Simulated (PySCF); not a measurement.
# C2H5ClSi (SMILES ClC1C[SiH2]1) at TPSSh/aug-cc-pVDZ

Aim: the vertical singlet–triplet gap of C2H5ClSi at TPSSh/aug-cc-pVDZ, from 2 runs. The job is set up through a Python script.

Program for the calculation: PySCF 2.14.0.

**1. The system as given**

C2H5ClSi: 9 atoms, total charge 0, spin state singlet. SMILES: `ClC1C[SiH2]1`. The coordinates come from a PBE0-D4/def2-TZVP relaxation.

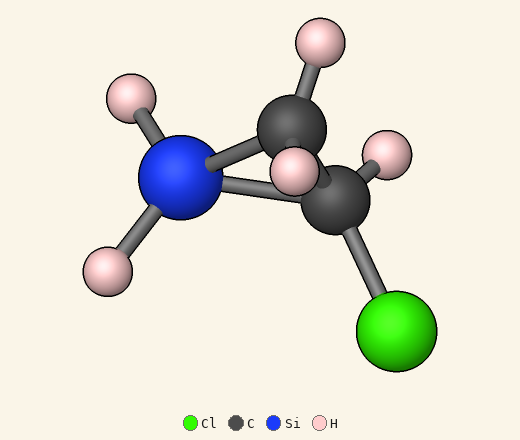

Viewed from a chosen angle; chlorine green, carbon dark grey, silicon blue, hydrogen pink.

**2. A single-point energy at TPSSh/aug-cc-pVDZ**

File input.py:

```python
# ClC1C[SiH2]1
from pyscf import gto, dft

mol = gto.M(
    atom='''
Cl  -0.610200  -0.416600  -2.254300
C   -0.442600   0.373500  -0.689900
C    0.930400   0.305100  -0.014300
Si  -0.417500  -0.575100   0.903900
H   -0.899600   1.356600  -0.714500
H    1.659300  -0.322300  -0.518200
H    1.345700   1.248900   0.324100
H   -0.452800  -2.048100   0.838700
H   -1.023900   0.031800   2.107300
''',
    max_memory=1860,
    basis='aug-cc-pvdz',
    spin=0,
    verbose=4,
    charge=0,
)

mf = dft.RKS(mol, xc='tpssh')
mf.conv_tol = 1e-10
mf.grids.level = 0
mf.kernel()
if not mf.converged:
    mf = mf.newton().run(mf.mo_coeff, mf.mo_occ)

etot = mf.e_tot
print('E = %.10f Eh' % etot)
```

Launch:

```sh
$ OMP_NUM_THREADS=1 python input.py
```

Log:

```text
PySCF version 2.14.0

[INPUT] num. atoms = 9
[INPUT] num. electrons = 48
[INPUT] charge = 0
[INPUT] spin (= nelec alpha-beta = 2S) = 0
[INPUT] symmetry False subgroup None
[INPUT] Mole.unit = angstrom
[INPUT] Symbol           X                Y                Z      unit          X                Y                Z       unit  Magmom
[INPUT]  1 Cl    -0.610200000000  -0.416600000000  -2.254300000000 AA   -1.153110881210  -0.787259903494  -4.260009602607 Bohr   0.0
[INPUT]  2 C     -0.442600000000   0.373500000000  -0.689900000000 AA   -0.836392782732   0.705812707525  -1.303722053337 Bohr   0.0
[INPUT]  3 C      0.930400000000   0.305100000000  -0.014300000000 AA    1.758201186295   0.576555440605  -0.027023083581 Bohr   0.0
[INPUT]  4 Si    -0.417500000000  -0.575100000000   0.903900000000 AA   -0.788960657006  -1.086781494237   1.708123443994 Bohr   0.0
[INPUT]  5 H     -0.899600000000   1.356600000000  -0.714500000000 AA   -1.699997621659   2.563602460585  -1.350209316002 Bohr   0.0
[INPUT]  6 H      1.659300000000  -0.322300000000  -0.518200000000 AA    3.135622558491  -0.609058729947  -0.979256077750 Bohr   0.0
[INPUT]  7 H      1.345700000000   1.248900000000   0.324100000000 AA    2.543004445827   2.360078956969   0.612460236972 Bohr   0.0
[INPUT]  8 H     -0.452800000000  -2.048100000000   0.838700000000 AA   -0.855667989203  -3.870348075722   1.584913300673 Bohr   0.0
[INPUT]  9 H     -1.023900000000   0.031800000000   2.107300000000 AA   -1.934890578942   0.060093290761   3.982219862296 Bohr   0.0

nuclear repulsion = 202.012907116075
number of shells = 57
number of NR pGTOs = 225
number of NR cGTOs = 145
basis = aug-cc-pvdz
ecp = {}

******** <class 'pyscf.dft.rks.RKS'> ********
method = RKS
initial guess = minao
damping factor = 0
level_shift factor = 0
DIIS = <class 'pyscf.scf.diis.CDIIS'>
diis_start_cycle = 1
diis_space = 8
diis_damp = 0
SCF conv_tol = 1e-10
SCF conv_tol_grad = None
SCF max_cycles = 50
direct_scf = True
direct_scf_tol = 1e-13
XC library pyscf.dft.libxc version 7.0.0
    S. Lehtola, C. Steigemann, M. J.T. Oliveira, and M. A.L. Marques.,  SoftwareX 7, 1–5 (2018)
XC functionals = tpssh
radial grids:
    Treutler-Ahlrichs [JCP 102, 346 (1995); DOI:10.1063/1.469408] (M4) radial grids

becke partition: Becke, JCP 88, 2547 (1988); DOI:10.1063/1.454033
pruning grids: <function nwchem_prune>
grids dens level: 0
symmetrized grids: False
atomic radii adjust function: <function treutler_atomic_radii_adjust>
small_rho_cutoff = 0
Set gradient conv threshold to 1e-05
Initial guess from minao.
tot grids = 8520
init E= -829.214684180485
  HOMO = -0.275590784397516  LUMO = -0.0680817931606423  gap/eV = 5.64661
cycle= 1 E= -828.874877069496  delta_E= 0.34  |g|= 0.351  |ddm|= 3.93
  HOMO = -0.199692806952592  LUMO = -0.0152376754480739  gap/eV = 5.01928
cycle= 2 E= -828.828217939275  delta_E= 0.0467  |g|= 0.517  |ddm|= 1.26
  HOMO = -0.235521427711352  LUMO = -0.0251301984838679  gap/eV = 5.72504
cycle= 3 E= -828.909237260204  delta_E= -0.081  |g|= 0.0786  |ddm|= 0.818
  HOMO = -0.234615091977679  LUMO = -0.0246661181803414  gap/eV = 5.71300
cycle= 4 E= -828.910858549762  delta_E= -0.00162  |g|= 0.0314  |ddm|= 0.142
  HOMO = -0.236143210187105  LUMO = -0.025901617564096  gap/eV = 5.72097
cycle= 5 E= -828.911101982614  delta_E= -0.000243  |g|= 0.00882  |ddm|= 0.0417
  HOMO = -0.23536765382635  LUMO = -0.025404929033678  gap/eV = 5.71338
cycle= 6 E= -828.911123178576  delta_E= -2.12e-05  |g|= 0.00195  |ddm|= 0.0148
  HOMO = -0.23550364083826  LUMO = -0.0253517126641016  gap/eV = 5.71853
cycle= 7 E= -828.911124411925  delta_E= -1.23e-06  |g|= 0.000439  |ddm|= 0.0032
  HOMO = -0.235513766415152  LUMO = -0.0253674225524039  gap/eV = 5.71837
cycle= 8 E= -828.911124469479  delta_E= -5.76e-08  |g|= 7.51e-05  |ddm|= 0.000705
  HOMO = -0.23550644425146  LUMO = -0.0253654277104021  gap/eV = 5.71823
cycle= 9 E= -828.911124471355  delta_E= -1.88e-09  |g|= 1.18e-05  |ddm|= 0.000189
  HOMO = -0.235506985320924  LUMO = -0.0253659003416704  gap/eV = 5.71823
cycle= 10 E= -828.911124471394  delta_E= -3.89e-11  |g|= 3.97e-06  |ddm|= 2.61e-05
  HOMO = -0.235506909697186  LUMO = -0.02536548811557  gap/eV = 5.71824
Extra cycle  E= -828.91112447139  delta_E= 3.87e-12  |g|= 3.79e-06  |ddm|= 1.27e-05
converged SCF energy = -828.91112447139
E = -828.9111244714 Eh
```

Wall time 7.8 s (1 thread of Arm Neoverse V2, shared host); peak memory 0.61 GiB.

**3. The triplet**

File job.py:

```python
from pyscf import gto, dft

mol = gto.M(
    atom=[
    ('Cl', (-0.610200, -0.416600, -2.254300)),
    ('C', (-0.442600, 0.373500, -0.689900)),
    ('C', (0.930400, 0.305100, -0.014300)),
    ('Si', (-0.417500, -0.575100, 0.903900)),
    ('H', (-0.899600, 1.356600, -0.714500)),
    ('H', (1.659300, -0.322300, -0.518200)),
    ('H', (1.345700, 1.248900, 0.324100)),
    ('H', (-0.452800, -2.048100, 0.838700)),
    ('H', (-1.023900, 0.031800, 2.107300)),
],
    charge=0,
    max_memory=1860,
    basis='aug-cc-pvdz',
    verbose=3,
    spin=2,
)

mf = dft.UKS(mol)
mf.xc = 'tpssh'
mf.conv_tol = 1e-10
mf.grids.level = 0
mf.kernel()
if not mf.converged:
    mf = mf.newton().run(mf.mo_coeff, mf.mo_occ)

e_final = mf.e_tot
print('E = %.10f Eh' % e_final)
```

Launch:

```sh
$ OMP_NUM_THREADS=1 python job.py
```

Log:

```text
WARN: HOMO -0.0680817931606419 >= LUMO -0.275590784397516

WARN: HOMO -0.0690127666325298 >= LUMO -0.187626625470829

WARN: HOMO -0.0723562802751676 >= LUMO -0.208500851579748

WARN: HOMO -0.0767402985275121 >= LUMO -0.212529225021689

WARN: HOMO -0.0806839277313718 >= LUMO -0.21233656893008

WARN: HOMO -0.080029958270047 >= LUMO -0.209726449762117

WARN: HOMO -0.0808000233227646 >= LUMO -0.210437232439215

WARN: HOMO -0.0814163579552165 >= LUMO -0.21042095347821

WARN: HOMO -0.0815463759509534 >= LUMO -0.21036777871745

WARN: HOMO -0.0816559226802487 >= LUMO -0.210606979678505

WARN: HOMO -0.0816482867634853 >= LUMO -0.210602089157693

WARN: HOMO -0.0816637440681784 >= LUMO -0.210624960261844

WARN: HOMO -0.0816666003646827 >= LUMO -0.210634743832738

WARN: HOMO -0.0816683247744368 >= LUMO -0.210637583363418

WARN: HOMO -0.0816685030987121 >= LUMO -0.210636140150584

WARN: HOMO -0.0816673180663781 >= LUMO -0.210635493694567

WARN: HOMO -0.0816681112784776 >= LUMO -0.210637006508799

converged SCF energy = -828.739723258578  <S^2> = 2.0063772  2S+1 = 3.0042485
E = -828.7397232586 Eh
```

Wall time 18 s (1 thread of Arm Neoverse V2, shared host); peak memory 0.62 GiB.

**4. Results**

Level: TPSSh/aug-cc-pVDZ.

```
                                        quantity          value
                           singlet: total energy  -828.91112 Eh
                          singlet: dipole moment         2.05 D
                            singlet: HOMO energy       -6.41 eV
                            singlet: LUMO energy       -0.69 eV
                          singlet: HOMO–LUMO gap        5.72 eV
                           triplet: total energy  -828.73972 Eh
                          triplet: dipole moment         2.05 D
     triplet: HOMO energy (highest over α and β)       -2.22 eV
                                   triplet: ⟨S²⟩          2.006
vertical energy of the triplet above the singlet       4.664 eV
```

**Reading.** At this shape the triplet lies 4.66 eV (450 kJ/mol) above the singlet. Mulliken charges (triplet) run from -0.60 on Si4 to +0.79 on C3; in a basis this large or diffuse they mean little.
